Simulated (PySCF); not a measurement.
System: C6H5NS (SMILES CCC#CC(=S)C#N).

Input file:

```
{"job": {"kind": "uv", "xc": "PBE0", "basis": "def2-SVPD", "nstates": 6, "ntriplets": 2}, "charge": 0, "multiplicity": 1}
C     -2.351891     0.236616    -0.159546
C     -1.268646    -0.783732     0.192751
C      0.048602    -0.290593    -0.110665
C      1.144340     0.147266    -0.376433
C      2.399037     0.670491    -0.692748
S      2.624121     2.135778    -1.411624
C      3.528323    -0.116542    -0.364610
N      4.467950    -0.722433    -0.109863
H     -2.320809     0.474289    -1.219997
H     -3.332844    -0.166766     0.078481
H     -2.206571     1.155327     0.403543
H     -1.311156    -1.027805     1.258884
H     -1.424844    -1.711409    -0.367149
```

Launched as:

```sh
OMP_NUM_THREADS=1 python probes_run.py task.json out
```

Geometry: GFN2-xTB.

The calculation used PBE0/def2-SVPD, SCF density, gas phase (PySCF).

What will maps of the electron density and electron localisation function show?

C–N (1.15 Å): the density is about 3.6 e/Å³ at the midpoint; the ELF peaks at about 0.85 between the atoms; a multiple bond.
C–C (1.21 Å): the density is about 2.7 e/Å³ at the midpoint; the ELF peaks at about 0.85 between the atoms; a short, multiple covalent bond.
C–S (1.65 Å): ρ at the midpoint is about 1.6 e/Å³; the ELF peaks at about 0.90 between the atoms; localised, covalent bonding.
C–H (1.09 Å): the density is about 2 e/Å³ at the midpoint; the ELF climbs to about 1 towards the hydrogen, as it does in any bond to H; an ordinary covalent bond to hydrogen.

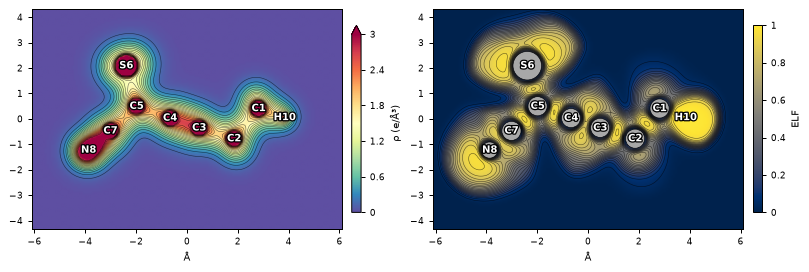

Computed electron density and electron localisation function on the plane of atoms C1, C2 and C3, in this order. Grey discs cover the atomic cores in the ELF map. 
